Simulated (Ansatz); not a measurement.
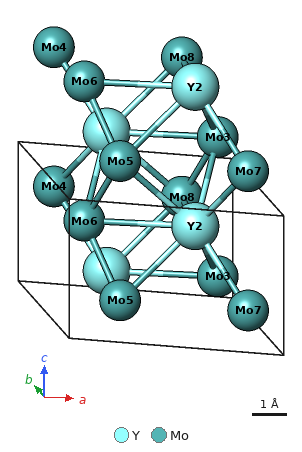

This is the input geometry for a relaxation of a crystal of YMo3 (built on the Ni3Sn (D0_19)_194 type). Style: ball-and-stick. Shown: the cell of the calculation, repeated 1 × 1 × 2 with one cell outlined, slightly off an axis.

Case: Ni3Sn (D0_19) type (P6_3/mmc, No. 194).

These are results of DFT PBE, scalar-relativistic, plane waves, PAW in Ansatz, not measurements.

Input file:
```yaml
crystal:
  lattice:
    - [6.6630886509, 0.0, 0.0]
    - [-3.3315443255, 5.7704040393, 0.0]
    - [0.0, 0.0, 4.2868448174]
  atoms:
    - { symbol: "Y", position: [0.3333333333, 0.6666666667, 0.25] }
    - { symbol: "Y", position: [0.6666666667, 0.3333333333, 0.75] }
    - { symbol: Mo, position: [0.8653874816, 0.7307749632, 0.25] }
    - { symbol: Mo, position: [0.1346125184, 0.8653874816, 0.75] }
    - { symbol: Mo, position: [0.2692250368, 0.1346125184, 0.25] }
    - { symbol: Mo, position: [0.1346125184, 0.2692250368, 0.75] }
    - { symbol: Mo, position: [0.8653874816, 0.1346125184, 0.25] }
    - { symbol: Mo, position: [0.7307749632, 0.8653874816, 0.75] }
basis:
  ecutwfc: 420
kpoints:
  mp_grid: { grid: [6, 6, 10] }
hamiltonian:
  xc: pbe
scf:
  occupations: { method: gaussian, width: 0.1 }
output:
  forces: true
  stress: true
  eigenvalues: true
relax:
  adjacent_minimum: "off"
  f_tol: 0.01
  max_steps: 80
  cell: { stress_tol: 0.05 }
```

Launched with:
```bash
ansatz run input.yaml --threads 1 --pin off --max-ram 2560MiB --backend cpu --events-out ev --progress --plain --runs-dir out
```

### What does the optimiser find from here?

The largest moves relative to the cell, 0.011 Å, are those of Mo3, Mo4, Mo5, Mo6, Mo7 and Mo8. Mo3 goes along [−1 −2 0]. Y stays in place. The volume changes by −0.7 %, with a = b 6.663 → 6.561 Å (−1.5 %), c 4.287 → 4.391 Å (+2.4 %). Near-neighbour distances that change, for instance: Y1–Mo3 3.352 → 3.299 Å, Mo3–Mo4 2.647 → 2.682 Å, Mo3–Mo5 2.691 → 2.668 Å. The space group stays P6_3/mmc (No. 194). The energy falls by 53.9 meV per cell of the calculation in 3 accepted moves (4 points after the start). The largest force component goes from 0.085 to 0.0042 eV/Å. The pressure goes from 0.55 to −0.03 GPa. At 1 point the geometry stayed and the basis and grid were re-selected for the new cell (energy shift of 0.2 meV per cell of the calculation at most each time). The run took 2.1 min on 1 thread of Arm Neoverse V2, on a shared host, peak memory 0.61 GiB.

Step by step:

| step | E − E(0), meV/atom | largest force component, eV/Å | pressure, GPa | volume, Å³/atom | note |
| --- | --- | --- | --- | --- | --- |
| 0 | 0.00 | 0.0854 | 0.55 | 20.603 |  |
| 1 | -6.53 | 0.1036 | -0.48 | 20.466 |  |
| 2 | -6.71 | 0.0311 | 0.37 | 20.386 |  |
| 3 | -6.76 | 0.0042 | -0.03 | 20.460 |  |
| 4 | -6.74 | 0.0042 | -0.03 | 20.460 | same geometry, new basis |

Final geometry:

```
CELL_PARAMETERS angstrom
6.56075 0.00000 0.00000
-3.28038 5.68178 0.00000
0.00000 0.00000 4.39088
ATOMIC_POSITIONS crystal
Y 0.33333 0.66667 0.25000
Y 0.66667 0.33333 0.75000
Mo 0.86443 0.72886 0.25000
Mo 0.13557 0.86443 0.75000
Mo 0.27114 0.13557 0.25000
Mo 0.13557 0.27114 0.75000
Mo 0.86443 0.13557 0.25000
Mo 0.72886 0.86443 0.75000
```

The end point in the same view:

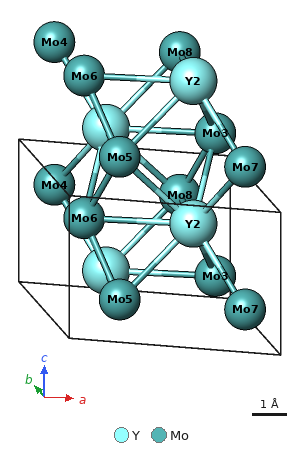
